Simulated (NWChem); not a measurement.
# triplet GaSiH4F: levels of theory compared

We compute a comparison of 6 runs (UHF/3-21G, UB3LYP/6-31G*, USVWN5/def2-SVP, UM06-2X/def2-SVP, UPBE/def2-SVP, UPBE0/def2-SVP) of triplet GaSiH4F. 

The results are computed with NWChem 7.3.0.

44 further runs of the same task are left out: 1 that didn't finish, 43 set aside as unsound or not needed. Runs told in other sessions of the task aren't counted.

### Step 1. The structure to begin with

GaSiH4F: 7 atoms, total charge 0, spin state triplet. As SMILES of the parent species, `[F][GaH][SiH3]`. The shape is that of a PBE0-D4/def2-TZVP optimisation. That shape belongs to the parent species and isn't relaxed for this state.

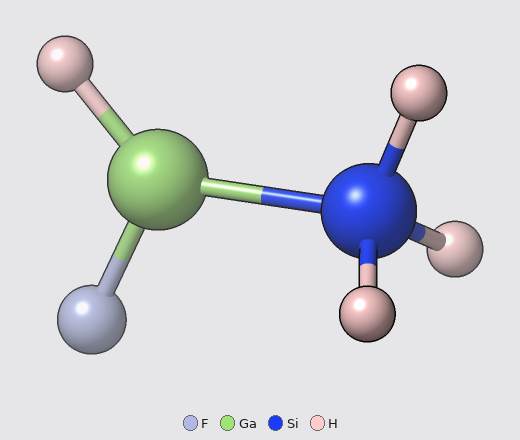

Viewed from a chosen angle; fluorine light blue, gallium green, silicon blue, hydrogen pink.

### Step 2. A single-point energy at UHF/3-21G (run 1)

Contents of mol.nw:

```
start mol
memory total 2200 mb
geometry noautosym nocenter noautoz
   F      0.231600    -2.152100     1.342200
   Ga     0.019100    -0.400000     1.279300
   Si    -0.029700     0.450800    -0.970800
   H     -0.096900     0.235400     2.704700
   H     -1.196100    -0.125700    -1.691600
   H     -0.144400     1.933400    -0.983000
   H      1.216400     0.058100    -1.680800
end
basis spherical bse
   * library 3-21G
end
scf
   triplet
   uhf
   thresh 1e-08
   maxiter 80
end
task scf energy
```

Launch:

```
$ nwchem mol.nw > mol.out
```

Output:

```text
[...]
  functions       =    52
[...]
  wavefunction    = UHF
[...]
         Total SCF energy =  -2302.316731379145
      One electron energy =  -3707.250765062611
      Two electron energy =   1157.936837247779
 Nuclear repulsion energy =    246.997196435687
                       Sz =      1.0000
                 Sz(Sz+1) =      2.0000
                      S^2 =      2.0072
[...]
```

It took 10 s on 1 thread of Intel Xeon Platinum 8259CL at 2.50GHz (Skylake/Cascade Lake), shared host; peak memory 0.098 GiB.

### Step 3. The energy at UB3LYP/6-31G(d) (Cartesian functions) (run 2)

Contents of run.py:

```python
from ase import Atoms
from ase.calculators.nwchem import NWChem

system = Atoms(['F', 'Ga', 'Si', 'H', 'H', 'H', 'H'], positions=[
    [0.231600, -2.152100, 1.342200],
    [0.019100, -0.400000, 1.279300],
    [-0.029700, 0.450800, -0.970800],
    [-0.096900, 0.235400, 2.704700],
    [-1.196100, -0.125700, -1.691600],
    [-0.144400, 1.933400, -0.983000],
    [1.216400, 0.058100, -1.680800],
])

calc = NWChem(
    label='fgah4si',
    theory='dft',
    memory='2200 mb',
    basis='6-31G*',
    dft={'xc': 'b3lyp', 'mult': '3', 'grid': 'xfine', 'convergence': 'energy 1e-08', 'iterations': '100', 'mulliken': None, 'print': 'low'},
    task='energy',
)
system.calc = calc

print(f"energy = {system.get_potential_energy():.6f} eV")
```

Launch:

```
$ export ASE_NWCHEM_COMMAND="nwchem PREFIX.nwi > PREFIX.nwo"
$ python run.py
```

Output:

```text
energy = -63028.202673 eV
```

The calculator wrote fgah4si.nwi:

```
title "fgah4si"

permanent_dir fgah4si

scratch_dir fgah4si

start fgah4si

geometry units angstrom nocenter noautosym noautoz
  F  2.3160000000000000e-01 -2.1520999999999999e+00 1.3422000000000001e+00
  Ga 1.9099999999999999e-02 -4.0000000000000002e-01 1.2793000000000001e+00
  Si -2.9700000000000001e-02 4.5079999999999998e-01 -9.7080000000000000e-01
  H  -9.6900000000000000e-02 2.3540000000000000e-01 2.7046999999999999e+00
  H  -1.1960999999999999e+00 -1.2570000000000001e-01 -1.6916000000000000e+00
  H  -1.4440000000000000e-01 1.9334000000000000e+00 -9.8299999999999998e-01
  H  1.2163999999999999e+00 5.8099999999999999e-02 -1.6808000000000001e+00
end

memory 2200 mb

basis noprint
   * library 6-31G*
end

dft
  xc b3lyp
  mult 3
  grid xfine
  convergence energy 1e-08
  iterations 100
  mulliken
  print low
end

task dft energy
```

fgah4si.nwo:

```text
Northwest Computational Chemistry Package (NWChem) 7.3.0
             --------------------------------------------------------

           Job information
           ---------------

    nwchem branch   = 7.3.0
    use scalapack   = T
    input           = fgah4si.nwi
    prefix          = fgah4si.
    data base       = fgah4si/fgah4si.db
    status          = startup
    nproc           =        1

           Memory information
           ------------------

    heap     =     72089598 doubles =      550.0 Mbytes
    stack    =     72089595 doubles =      550.0 Mbytes
    global   =    144179200 doubles =     1100.0 Mbytes (distinct from heap & stack)
    total    =    288358393 doubles =     2200.0 Mbytes
    verify   = yes
    hardfail = no

[... 40 lines left out ...]
            Nuclear Dipole moment (a.u.)
[... 91 lines left out ...]
   convergence    iter        energy       DeltaE   RMS-Dens  Diis-err    time
[... 13 lines left out ...]
         Total DFT energy =    -2316.243745054701
      One electron energy =    -3718.093039910553
           Coulomb energy =     1262.748891998610
    Exchange-Corr. energy =     -107.896793578445
 Nuclear repulsion energy =      246.997196435687
[... 47 lines left out ...]
     ------------------------------------------
      Spin Density - Lowdin Population Analysis
     ------------------------------------------

    Atom       Charge   Shell Charges
 -----------   ------   -------------------------------------------------------
    1 F    9     0.17   0.00  0.00  0.14 -0.00  0.04 -0.00
    2 Ga  31     1.05  -0.00 -0.00  0.00 -0.00  0.02  0.00  0.71 -0.00  0.27 -0.00  0.00  0.05
    3 Si  14     0.43   0.00  0.00  0.01  0.01  0.24  0.00  0.13  0.05
    4 H    1     0.20   0.11  0.09
    5 H    1     0.07   0.04  0.03
    6 H    1     0.01   0.01  0.01
    7 H    1     0.06   0.04  0.03

     --------------------------
     Expectation value of S2:
     --------------------------
      <S2> =      2.0042 (Exact =     2.0000)

 Task  times  cpu:       68.3s     wall:       68.3s
 Total times  cpu:       68.4s     wall:       68.4s
```

Run time: 70 s. Hardware: 1 thread of Intel Xeon Platinum 8259CL at 2.50GHz (Skylake/Cascade Lake), shared host; peak memory 0.14 GiB.

Run 3 isn't shown in full; the table further down has it.

### Step 4. A single-point energy at UM06-2X/def2-SVP (run 4)

Contents of test.nw:

```
START test
memory total 2200 mb
GEOMETRY units angstroms noautosym nocenter noautoz
  F        0.231600      -2.152100       1.342200
  Ga       0.019100      -0.400000       1.279300
  Si      -0.029700       0.450800      -0.970800
  H       -0.096900       0.235400       2.704700
  H       -1.196100      -0.125700      -1.691600
  H       -0.144400       1.933400      -0.983000
  H        1.216400       0.058100      -1.680800
END
BASIS spherical bse
  F library def2-SVP
  Ga library def2-SVP
  Si library def2-SVP
  H library def2-SVP
END
DFT
  xc m06-2x
  mult 3
  grid xfine
  convergence energy 1e-08
  maxiter 100
  mulliken
END
TASK dft energy
```

Launch:

```
$ nwchem test.nw > test.out
```

Output:

```text
[...]
          Wavefunction type:  spin polarized.
          No. of atoms     :     7
          No. of electrons :    58
[...]
          Charge           :     0
          Spin multiplicity:     3
[...]
          AO basis - number of functions:    84
[...]
              XC Information
              --------------
                       M06-2X Method XC Functional
                     Hartree-Fock (Exact) Exchange  0.540
                        M06-2X Exchange Functional  1.000
                      M06-2X Correlation Potential  1.000
[...]
 d= 0,ls=0.0,diis     1  -2315.8814500563 -2.56D+03  8.77D-03  1.70D-01     7.4
[...]
 d= 0,ls=0.0,diis    15  -2315.9795458303 -2.80D-09  2.54D-07  1.33D-10   108.6
[...]
         Total DFT energy =    -2315.979545830257
      One electron energy =    -3718.975275058528
           Coulomb energy =     1263.887171403424
    Exchange-Corr. energy =     -107.888638610840
 Nuclear repulsion energy =      246.997196435687
[...]
      Total Density - Mulliken Population Analysis
     ---------------------------------------------
    Atom       Charge   Shell Charges
 -----------   ------   -------------------------------------------------------
    1 F    9     9.43   1.99  1.11  0.84  3.32  2.17  0.00
    2 Ga  31    30.77   2.00  2.00  1.99  0.89  0.17  6.00  5.98  0.92  0.69  8.09  1.82  0.22
    3 Si  14    13.72   2.00  1.98  1.08  0.20  5.93  1.25  1.10  0.17
    4 H    1     1.01   0.66  0.34  0.01
    5 H    1     1.03   0.72  0.29  0.01
    6 H    1     1.02   0.72  0.29  0.01
    7 H    1     1.02   0.72  0.29  0.01
[...]
      <S2> =      2.0046 (Exact =     2.0000)
[...]
```

Wall time 1.8 min (1 thread of Intel Xeon Platinum 8259CL at 2.50GHz (Skylake/Cascade Lake), shared host); peak memory 0.14 GiB.

Run 5 isn't shown in full; the table further down has it.

### Step 5. A single-point energy at UPBE0/def2-SVP (run 6)

Contents of fgah4si.nw:

```
start fgah4si
title "FGaH4Si PBE0"
memory total 2200 mb
charge 0

geometry noautosym nocenter noautoz
  F        0.231600      -2.152100       1.342200
  Ga       0.019100      -0.400000       1.279300
  Si      -0.029700       0.450800      -0.970800
  H       -0.096900       0.235400       2.704700
  H       -1.196100      -0.125700      -1.691600
  H       -0.144400       1.933400      -0.983000
  H        1.216400       0.058100      -1.680800
end

basis spherical bse
  * library def2-SVP
end

dft
  xc pbe0
  mult 3
  grid xfine
  convergence energy 1e-08
  maxiter 100
  mulliken
  print medium
end

task dft energy
```

Launch:

```
$ nwchem fgah4si.nw > fgah4si.out
```

Output:

```text
[...]
          Wavefunction type:  spin polarized.
          No. of atoms     :     7
          No. of electrons :    58
[...]
          Charge           :     0
          Spin multiplicity:     3
[...]
          AO basis - number of functions:    84
[...]
              XC Information
              --------------
                         PBE0 Method XC Functional
                     Hartree-Fock (Exact) Exchange  0.250
          PerdewBurkeErnzerhof Exchange Functional  0.750
            Perdew 1991 LDA Correlation Functional  1.000 local
           PerdewBurkeErnz. Correlation Functional  1.000 non-local
[...]
 d= 0,ls=0.0,diis     1  -2315.4641514952 -2.56D+03  1.28D-02  1.84D-01     5.7
[...]
 d= 0,ls=0.0,diis    13  -2315.5751336784 -4.52D-09  3.25D-07  2.41D-10    66.4
[...]
         Total DFT energy =    -2315.575133678385
      One electron energy =    -3718.581778370256
           Coulomb energy =     1263.410652119868
    Exchange-Corr. energy =     -107.401203863684
 Nuclear repulsion energy =      246.997196435687
[...]
      Total Density - Mulliken Population Analysis
     ---------------------------------------------
    Atom       Charge   Shell Charges
 -----------   ------   -------------------------------------------------------
    1 F    9     9.37   1.99  1.13  0.82  3.31  2.12  0.00
    2 Ga  31    30.85   2.00  2.00  1.99  1.01  0.10  6.00  5.98  0.97  0.67  8.04  1.83  0.25
    3 Si  14    13.76   2.00  1.98  1.10  0.20  5.93  1.26  1.12  0.16
    4 H    1     0.97   0.64  0.33  0.01
    5 H    1     1.02   0.72  0.29  0.01
    6 H    1     1.02   0.72  0.29  0.01
    7 H    1     1.02   0.72  0.29  0.01
[...]
      <S2> =      2.0044 (Exact =     2.0000)
[...]
```

Run time: 67 s. Hardware: 1 thread of Intel Xeon Platinum 8259CL at 2.50GHz (Skylake/Cascade Lake), shared host; peak memory 0.14 GiB.

### Step 6. The series

```csv
run,level,Cartesian functions,iteration cap,energy (Eh),dipole moment (D),HOMO energy (eV),⟨S²⟩,wall time
1,UHF/3-21G,no,80,-2302.316731,4.89,-5.44,2.007,10 s
2,UB3LYP/6-31G* (Cartesian functions),yes,100,-2316.243745,–,–,2.004,70 s
3,USVWN5/def2-SVP,no,100,-2311.207849,–,–,2.002,31 s
4,UM06-2X/def2-SVP,no,100,-2315.979546,3.83,-4.84,2.005,1.8 min
5,UPBE/def2-SVP,no,100,-2315.511194,2.69,-3.13,2.002,68 s
6,UPBE0/def2-SVP,no,100,-2315.575134,3.30,-4.03,2.004,67 s
```

### Step 7. Outcome

| quantity | value |
| --- | --- |
| run 6: total energy | -2315.57513 Eh |
| run 6: dipole moment | 3.30 D |
| run 6: HOMO energy (highest over α and β) | -4.03 eV |
| run 6: ⟨S²⟩ | 2.004 |

In words: Over runs 1, 4, 5, 6 the dipole moment (its size) runs from 2.69 D (UPBE/def2-SVP) to 4.89 D (UHF/3-21G). The two ends differ in method and basis. Totals of different functionals can't be ranked against each other. All runs together took 5.9 min, the longest 1.8 min.
